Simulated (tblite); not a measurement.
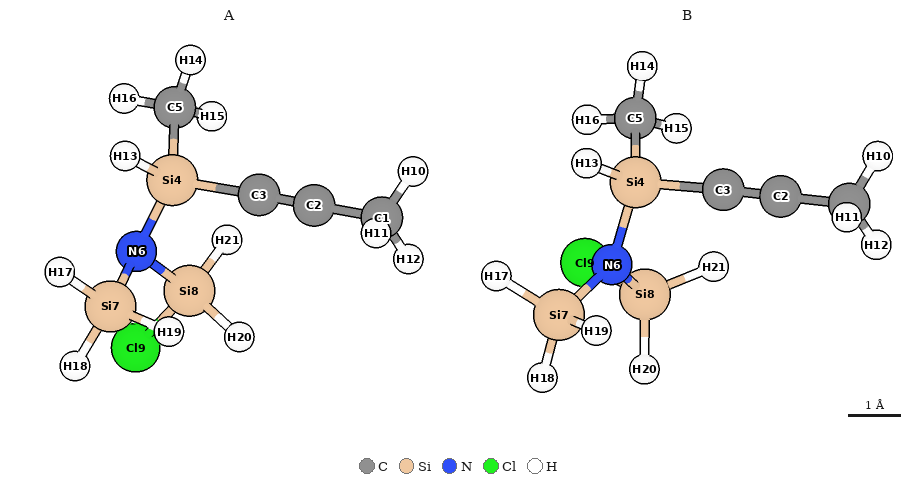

Two geometries of C₄H₁₂ClNSi₃, drawn at one scale. One is the start of a relaxation, the other its converged end. The picture is a ball-and-stick view, seen at a tilt.

Computed with GFN2-xTB geometry optimisation, gas phase in tblite. 

Q: Which one is relaxed?

A: Structure B is the relaxed one. After 193 geometry steps the energy has fallen by 65.8 kJ/mol. The largest move after the best rigid fit is that of Cl9, 1.69 Å. By element the largest moves are Cl 1.69 Å, H 1.44 Å, N 0.52 Å, C 0.32 Å, Si 0.27 Å. Among the contacts that change: Si4–N6 1.692 → 1.763 Å, N6–Si7 1.681 → 1.744 Å, N6–Si8 1.677 → 1.730 Å, Si4–C5 1.852 → 1.894 Å. Among the angles between lasting bonds that change: Si7–N6–Si8 110.5° → 122.2°, C5–Si4–H13 104.1° → 111.7°, C3–Si4–N6 114.3° → 107.1°.
